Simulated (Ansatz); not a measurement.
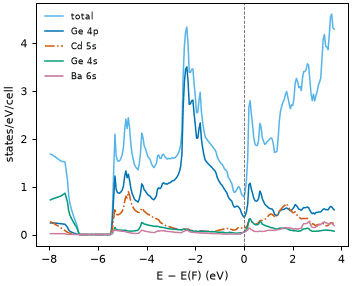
Total and projected density of states of BaCd2Ge2 in space group I4/mmm (No. 139; Ge on 4e, Cd on 4d, Ba on 2a), r²SCAN in the plane-wave PAW code Ansatz

Task: Which orbitals carry the states next to the Fermi level?

Result: Within 0.5 eV of the Fermi level: Ge 4p 45 %, Cd 5s 12 %, Ge 4s 9 %, outside the projected shells 29 %. Projections are on Löwdin-orthogonalised atomic valence shells; empty p or d shells of many metals are not among them.

Task: Where is the tallest occupied peak in this window, and what makes it?

Result: Near -2.3 eV, about 4.3 states/eV per cell; the largest projected share is Ge 4p.

The workflow started from an entry of the Crystallography Open Database (COD, 298 K). Its standing as an ambient phase is unchecked. Symmetry was held in the r²SCAN relaxation; whether a distortion lowers the energy is not shown. Scalar-relativistic: spin–orbit coupling is off unless named, which matters more the heavier the elements.

Potentials: the later of the program's two PAW sets.
